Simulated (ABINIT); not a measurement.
# A GW chain in ABINIT: Al2O3 (Corundum), part 2 of 2

Aim: the G0W0 gap of Al2O3 (Corundum) on LDA, step by step.

ABINIT 10.8.3; LDA and many-body steps on it, plane waves. Known limits of the many-body steps: not at the basis limit; coarse k mesh.

So far. Step 2 (Ground state): The gap is direct, at Γ. Step 3 (Empty states on the mesh, 2×2×2 mesh, 170 bands): On this mesh the gap is 6.207 eV.

## (4) Screening, 2×2×2 mesh, 156 bands, screening to 106.1 eV

The RPA dielectric matrix is built and inverted for each q.

This step: RPA screening on LDA, plane waves, norm-conserving pseudopotentials.

File run.abi:

```
acell 3*1.0 Angstrom
rprim 
  2.380249999995 1.374237978213 4.331866666707
  -2.380249999995 1.374237978213 4.331866666707
  -0.000000000000 -2.748475956495 4.331866666685
ntypat 2
znucl 13 8
natom 10
typat 1 1 1 1 2 2 2 2 2 2
xred 
  0.352160000000 0.352160000000 0.352160000000
  0.147840000000 0.147840000000 0.147840000000
  0.647840000000 0.647840000000 0.647840000000
  0.852160000000 0.852160000000 0.852160000000
  0.556680000000 0.943320000000 0.250000000000
  0.250000000000 0.556680000000 0.943320000000
  0.943320000000 0.250000000000 0.556680000000
  0.443320000000 0.056680000000 0.750000000000
  0.750000000000 0.443320000000 0.056680000000
  0.056680000000 0.750000000000 0.443320000000
pp_dirpath "pseudos"
pseudos "Al.upf, O.upf"
ecut 36
ngkpt 2 2 2
nshiftk 1
shiftk 0 0 0
kptopt 1
chksymbreak 0
istwfk *1
occopt 1
irdwfk 1
optdriver 3
nband 156
ecuteps 3.9
inclvkb 2
awtr 1
symchi 1
indata_prefix "in"
outdata_prefix "out"
tmpdata_prefix "tmp"
```

Launch:

```bash
$ OMP_NUM_THREADS=1 mpirun -n 8 abinit run.abi > log
```

Numbers of over 12 decimals in the logs are rounded to 6 here.

The log of the run:

```text
.Version 10.8.3 of ABINIT. v10.8.2 released Aug 2026.

 Symmetries : space group R-3 c (#167); Bravais hR (rhombohedral)
[... echo of the input left out ...]
== DATASET  1 ==================================================================
-   mpi_nproc: 8, omp_nthreads: 1 (-1 if OMP is not activated)

--- !DatasetInfo
iteration_state: {dtset: 1, }
dimensions: {natom: 10, nkpt: 4, mband: 156, nsppol: 1, nspinor: 1, nspden: 1, mpw: 5936, }
cutoff_energies: {ecut:  36.0, pawecutdg:  -1.0, }
electrons: {nelect:   4.80000000E+01, charge:   0.00000000E+00, occopt:   1.00000000E+00, tsmear:   1.00000000E-02, }

 SCREENING: Calculation of the susceptibility and dielectric matrices

 Based on a program developped by R.W. Godby, V. Olevano, G. Onida, and L. Reining.
 Incorporated in ABINIT by V. Olevano, G.-M. Rignanese, and M. Torrent.
.Using double precision arithmetic ; gwpc =  8

[... cell and pseudopotentials left out ...]
--------------------------------------------------------------------------------

 ==== K-mesh for the wavefunctions ====
 Number of points in the irreducible wedge :     4
[... list of points left out ...]
 Together with 12 symmetry operations and time-reversal symmetry
 yields     8 points in the full Brillouin Zone.

 ==== Q-mesh for the screening function ====
 Number of points in the irreducible wedge :     4
[... list of points left out ...]
 Together with 12 symmetry operations and time-reversal symmetry
 yields     8 points in the full Brillouin Zone.

 setmesh: FFT mesh size selected  =    36x   36x   36
          total number of points  =        46656

 vcoul_init : cutoff-mode = AUXILIARY_FUNCTION
 q-points for optical limit:   1
     1)      0.000010    0.000020    0.000030

- screening: taking advantage of time-reversal symmetry
- Maximum band index for partially occupied states nbvw = 24
- Remaining bands to be divided among processors   nbcw = 132
- Number of bands treated by each node ~16

 Number of electrons calculated from density =   48.0000; Expected =   48.0000
 average of density, n =  0.083663
 r_s =    1.4184
 omega_plasma =   27.9012 [eV]

 calculating chi0 at frequencies [eV] :
  1    0.000000E+00    0.000000E+00
  2    0.000000E+00    2.790117E+01

--------------------------------------------------------------------------------
  q-point number  1        q = ( 0.000000, 0.000000, 0.000000) [r.l.u.]
--------------------------------------------------------------------------------
[... chi0 elements left out ...]
 For q-point:  0.000010 0.000020 0.000030
  dielectric constant =   3.1998
  dielectric constant without local fields =   3.3975

  Average fulfillment of the sum rule on Im[epsilon] for q-point    1 :     64.53  [%]
[... wings left out ...]
  q-point number  2        q = ( 0.500000, 0.000000, 0.000000) [r.l.u.]
--------------------------------------------------------------------------------
[... chi0 elements left out ...]
  Average fulfillment of the sum rule on Im[epsilon] for q-point    2 :     69.57  [%]

 [... 2 further q-points ...]
```

It took 33 s on 8 MPI ranks of Intel Xeon 6975P-C (Granite Rapids), shared host; peak memory 2.1 GiB; 4.3 min of CPU time.

Numbers from this step:

| Quantity | Value |
| --- | --- |
| ε∞ with local fields, on this mesh, along the program's q direction | 3.200 |
| the same without local fields | 3.397 |
| plasma frequency | 27.90 eV |
| plane waves in the screening matrix | 205 |

Local fields lower ε∞ by 6 %. On a Γ-centred mesh this coarse the value itself is usually too large, while a short band sum pulls it down.

## (5) Self-energy, 2×2×2 mesh, 156 bands, screening to 106.1 eV

The self-energy is evaluated for the states that the input lists, and the levels follow from it, in one-shot runs by the linearised quasiparticle equation.

This step: G0W0 on LDA, plane waves, norm-conserving pseudopotentials.

Changes to run.abi since step 4:

```diff
@@ -31,8 +31,21 @@
 irdwfk 1
-optdriver 3
+optdriver 4
 nband 156
+gwcalctyp 0
+ecutsigx 36
+symsigma 1
+nkptgw 4
+kptgw 
+  0.0000000000 0.0000000000 0.0000000000
+  0.5000000000 0.0000000000 0.0000000000
+  0.5000000000 0.5000000000 0.0000000000
+  0.5000000000 0.5000000000 0.5000000000
+bdgw 
+  7 30
+  7 30
+  7 30
+  7 30
 ecuteps 3.9
-inclvkb 2
-awtr 1
-symchi 1
+irdscr 1
+ppmodel 1
 indata_prefix "in"
```

The log of the run:

```text
.Version 10.8.3 of ABINIT. v10.8.2 released Aug 2026.

 Symmetries : space group R-3 c (#167); Bravais hR (rhombohedral)
[... echo of the input left out ...]
== DATASET  1 ==================================================================
-   mpi_nproc: 8, omp_nthreads: 1 (-1 if OMP is not activated)

--- !DatasetInfo
iteration_state: {dtset: 1, }
dimensions: {natom: 10, nkpt: 4, mband: 156, nsppol: 1, nspinor: 1, nspden: 1, mpw: 5936, }
cutoff_energies: {ecut:  36.0, pawecutdg:  -1.0, }
electrons: {nelect:   4.80000000E+01, charge:   0.00000000E+00, occopt:   1.00000000E+00, tsmear:   1.00000000E-02, }

 SIGMA: Calculation of the GW corrections

 Based on a program developped by R.W. Godby, V. Olevano, G. Onida, and L. Reining.
 Incorporated in ABINIT by V. Olevano, G.-M. Rignanese, and M. Torrent.
.Using double precision arithmetic ; gwpc =  8

[... cell and pseudopotentials left out ...]
--------------------------------------------------------------------------------

 ==== K-mesh for the wavefunctions ====
 Number of points in the irreducible wedge :     4
[... list of points left out ...]
 Together with 12 symmetry operations and time-reversal symmetry
 yields     8 points in the full Brillouin Zone.

 ==== Q-mesh for screening function ====
 Number of points in the irreducible wedge :     4
[... list of points left out ...]
 Together with 12 symmetry operations and time-reversal symmetry
 yields     8 points in the full Brillouin Zone.

 vcoul_init : cutoff-mode = AUXILIARY_FUNCTION
 q-points for optical limit:   1
     1)      0.000010    0.000020    0.000030
 setmesh: FFT mesh size selected  =    54x   54x   54
          total number of points  =       157464

 Number of electrons calculated from density =   48.0000; Expected =   48.0000
 average of density, n =  0.083663
 r_s =    1.4184
 omega_plasma =   27.9012 [eV]

 === KS Band Gaps ===
  >>>> For spin  1
   Minimum direct gap =   6.2069 [eV], located at k-point      :   0.0000  0.0000  0.0000
   Fundamental gap    =   6.2069 [eV], Top of valence bands at :   0.0000  0.0000  0.0000
                                       Bottom of conduction at :   0.0000  0.0000  0.0000
 SIGMA fundamental parameters:
 PLASMON POLE MODEL  1
 number of plane-waves for SigmaX                 5879
 number of plane-waves for SigmaC and W            205
 number of plane-waves for wavefunctions          5879
 number of bands                                   156
 number of independent spin polarizations            1
 number of spinorial components                      1
 number of k-points in IBZ                           4
 number of q-points in IBZ                           4
 number of symmetry operations                      12
 number of k-points in BZ                            8
 number of q-points in BZ                            8
 number of frequencies for dSigma/dE                 9
 frequency step for dSigma/dE [eV]                0.25
 number of omega for Sigma on real axis              0
 max omega for Sigma on real axis  [eV]           0.00
 zcut for avoiding poles [eV]                     0.10

 EPSILON^-1 parameters (SCR file):
 dimension of the eps^-1 matrix on file            205
 dimension of the eps^-1 matrix used               205
 number of plane-waves for wavefunctions          5879
 number of bands                                   156
 number of q-points in IBZ                           4
 number of frequencies                               2
 number of real frequencies                          1
 number of imag frequencies                          1

 matrix elements of self-energy operator (all in [eV])

 Perturbative Calculation

--- !SelfEnergy_ee
iteration_state: {dtset: 1, }
kpoint     : [   0.000,    0.000,    0.000, ]
spin       : 1
KS_gap     :    6.207
QP_gap     :    8.510
Delta_QP_KS:    2.303
data: !SigmaeeData |
     Band     E0 <VxcDFT>   SigX SigC(E0)      Z dSigC/dE  Sig(E)    E-E0       E
        7  -1.509 -15.498 -21.864   4.519   0.811  -0.233 -16.996  -1.499  -3.008
        8  -0.496 -15.946 -22.093   4.415   0.802  -0.247 -17.335  -1.389  -1.885
        9  -0.144 -16.337 -22.426   4.381   0.811  -0.233 -17.723  -1.386  -1.529
       10  -0.144 -16.337 -22.426   4.381   0.811  -0.233 -17.723  -1.386  -1.529
       11   0.996 -16.817 -22.701   4.314   0.821  -0.219 -18.106  -1.288  -0.293
       12   1.079 -16.330 -22.239   4.343   0.819  -0.222 -17.612  -1.281  -0.203
       13   1.079 -16.330 -22.239   4.343   0.819  -0.222 -17.612  -1.281  -0.203
       14   2.085 -16.341 -22.062   4.194   0.817  -0.224 -17.589  -1.249   0.837
       15   2.460 -17.290 -22.886   4.147   0.819  -0.221 -18.476  -1.186   1.273
       16   4.009 -19.502 -24.731   4.152   0.822  -0.216 -20.387  -0.885   3.124
[...]
--- !SelfEnergy_ee
iteration_state: {dtset: 1, }
kpoint     : [   0.500,    0.000,    0.000, ]
spin       : 1
KS_gap     :    9.600
QP_gap     :   12.311
Delta_QP_KS:    2.712
data: !SigmaeeData |
     Band     E0 <VxcDFT>   SigX SigC(E0)      Z dSigC/dE  Sig(E)    E-E0       E
[...]
--- !SelfEnergy_ee
iteration_state: {dtset: 1, }
kpoint     : [   0.500,    0.500,    0.000, ]
spin       : 1
KS_gap     :    9.673
QP_gap     :   12.254
Delta_QP_KS:    2.581
data: !SigmaeeData |
     Band     E0 <VxcDFT>   SigX SigC(E0)      Z dSigC/dE  Sig(E)    E-E0       E
[...]
--- !SelfEnergy_ee
iteration_state: {dtset: 1, }
kpoint     : [   0.500,    0.500,    0.500, ]
spin       : 1
KS_gap     :    8.963
QP_gap     :   11.551
Delta_QP_KS:    2.588
data: !SigmaeeData |
     Band     E0 <VxcDFT>   SigX SigC(E0)      Z dSigC/dE  Sig(E)    E-E0       E
[...]
26  14.040 -14.098  -8.364  -3.621   0.854  -0.171 -12.294   1.805  15.845
       27  16.280 -10.832  -4.799  -3.937   0.866  -0.155  -9.017   1.815  18.095
       28  16.280 -10.832  -4.799  -3.937   0.866  -0.155  -9.017   1.815  18.095
       29  17.709 -15.450  -8.587  -3.968   0.839  -0.192 -13.020   2.429  20.138
       30  17.709 -15.450  -8.587  -3.968   0.839  -0.192 -13.020   2.429  20.138

 New Fermi energy :        3.300537E-01 Ha ,    8.981220E+00 eV

 === QP Band Gaps ===
  >>>> For spin  1
   Minimum direct gap =   8.5101 [eV], located at k-point      :   0.0000  0.0000  0.0000
   Fundamental gap    =   8.5101 [eV], Top of valence bands at :   0.0000  0.0000  0.0000
                                       Bottom of conduction at :   0.0000  0.0000  0.0000

== END DATASET(S) ==============================================================
================================================================================

 -outvars: echo values of variables after computation  --------
           etotal      0.0000000000E+00
            nband         156
             nkpt           4
          spgroup         167
 [... the other variables as echoed above ...]

 Calculation completed.
```

Wall time 39 s (8 MPI ranks); peak memory 3.3 GiB.

Numbers from this step:

```yaml
g0w0_gap_on_the_mesh: 8.510 eV
starting_gap_on_the_mesh: 6.207 eV
k_of_the_valence_top: 0, 0, 0
k_of_the_conduction_bottom: 0, 0, 0
z_at_the_valence_top: 0.823
z_at_the_conduction_bottom: 0.857
least_direct_g0w0_gap_on_the_computed_points: 8.510 eV
```

The gap on the mesh goes from 6.21 eV to 8.51 eV, a correction of +2.30 eV.

Limits: finite bands, cutoff and mesh; coarse k mesh. v1 is the top filled band, c1 the lowest empty one. The levels before and after the correction (eV, zero at the valence-band top of each column):

```csv
,conduction bottom,valence top
Kohn-Sham,6.21,0.00
G0W0,8.51,0.00
```

```csv
,level,energy (eV)
Kohn-Sham,Γ v4,-0.487
Kohn-Sham,Γ v3-v2,-0.041
Kohn-Sham,Γ v1,0.000
Kohn-Sham,Γ c1,6.207
Kohn-Sham,Γ c2,9.008
Kohn-Sham,Γ c3,10.504
Kohn-Sham,Γ c4,11.373
G0W0,Γ v4,-0.599
G0W0,Γ v3-v2,-0.032
G0W0,Γ v1,0.000
G0W0,Γ c1,8.510
G0W0,Γ c2,11.439
G0W0,Γ c3,13.279
G0W0,Γ c4,14.028
```

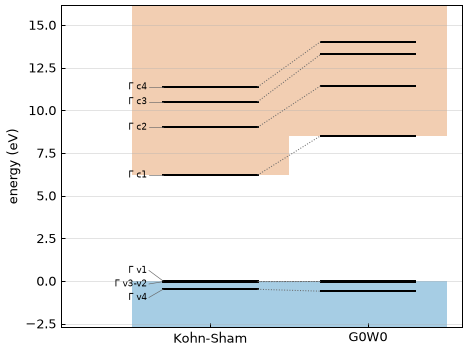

Levels before and after the correction. Shaded: valence and conduction bands.

## (6) Where the time went

Times are wall times on the hardware named with each run, good to a factor of about two.

```csv
step,time,share,memory (GiB)
ground state,47 s,28 %,0.89
empty states on the mesh,46 s,28 %,0.45
screening,33 s,20 %,2.1
self-energy,39 s,24 %,3.3
```

## (7) What came out

* LDA gap: 6.21 eV, direct
* G0W0 gap on the mesh: 8.51 eV
* GW settings: 2×2×2 mesh, 156 bands, screening to 106.1 eV, Godby-Needs plasmon pole
* known limits: not at the basis limit; coarse k mesh

G0W0 moves the gap on the mesh from 6.21 eV to 8.51 eV (+2.30 eV), with Z of 0.82 and 0.86 at the edges. Local fields lower the RPA ε∞ on this mesh from 3.40 to 3.20; a Γ-centred mesh this coarse tends to raise both, most where the direct gap is narrow, while a short band sum lowers them. Against experiment, by G0W0@LDA: the gap of 8.51 eV lies −0.19 eV from the measured 8.7 eV (optical, quoted 2018). An exciton line or allowed optical edge lies below the quasiparticle gap by the binding energy; a forbidden edge can push the onset above it. The calculation has static nuclei and no excitons; a measured gap holds zero-point and thermal motion, which mostly lowers it. Bands and cutoff are finite, so the gap is not at the basis limit. The miss can reach some tenths of an eV and take either sign; the mesh is an error of its own. The 2×2×2 mesh is coarse for this cell, which bears on the long-range parts of exchange and screening.

[Paths, hosts, dates, memory and timing lines, banners, echoed tables and standing remarks are left out of the program output.]

[Logs are printed without paths, hosts, clocks, repeated set-up lines and the standing remarks that a program may print on its own settings, such as how far it seeks lower states.]

[Runs of the session that timed out or met a known fault of the program may be left out.]

[Hosts, paths, dates, database ids (printed as entryN), source tags and the programs' standing remarks are cut or masked in the printed files.]

[G0W0 gaps are taken among the corrected bands and points alone; a level outside them can change the order at an edge.]

[Where Ansatz stands beside ABINIT at settings called matched, ABINIT's density can come from a denser mesh and the files from another edition; pairs whose starting gaps differed by over 0.03 eV were left out, so agreement reads better than it is.]
